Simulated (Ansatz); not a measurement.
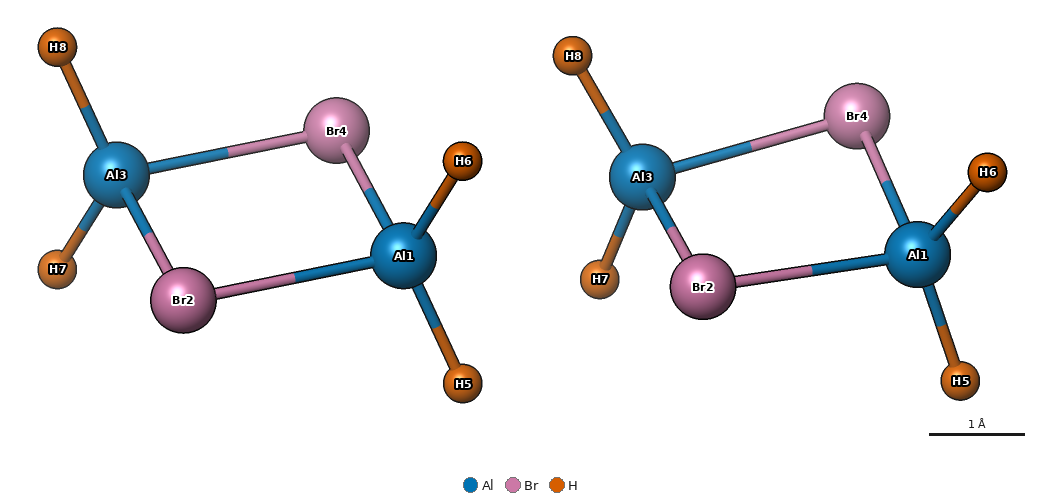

Two geometries of Al₂H₄Br₂, drawn at one scale. One is the start of a relaxation, the other its converged end. A ball-and-stick model, seen from a free direction.

Method: RKS PBE0-D4/def2-TZVP in Ansatz 0.2.0. (force threshold 0.005 eV/Å; at most 150 steps)

> Which geometry has the lower energy?

The left one is the relaxed one. The start comes from GFN2-xTB. The energy falls by 7.43 kJ/mol in 15 accepted moves (17 points after the start). Largest force component: 0.52 eV/Å at the start, 0.0027 eV/Å at the end. The line search rejected the trial steps at points 10, 12 of the run. The forces were under the threshold at step 3, but the run went on from there. The largest moves after the best rigid fit, 0.27 Å, are those of H5 and H7. Largest moves by element: H 0.27 Å, Br 0.18 Å, Al 0.07 Å. Near-neighbour distances that change, for instance: Al1–H6 1.532 → 1.574 Å, Al1–H5 1.536 → 1.574 Å, Al1–Br2 2.430 → 2.464 Å. Bond angles that change, for instance: Al1–Br4–Al3 83.8° → 86.7°, Br2–Al1–Br4 95.6° → 93.3°. Cost: 70 s on 4 threads of Arm Neoverse V2, with other jobs on the host.
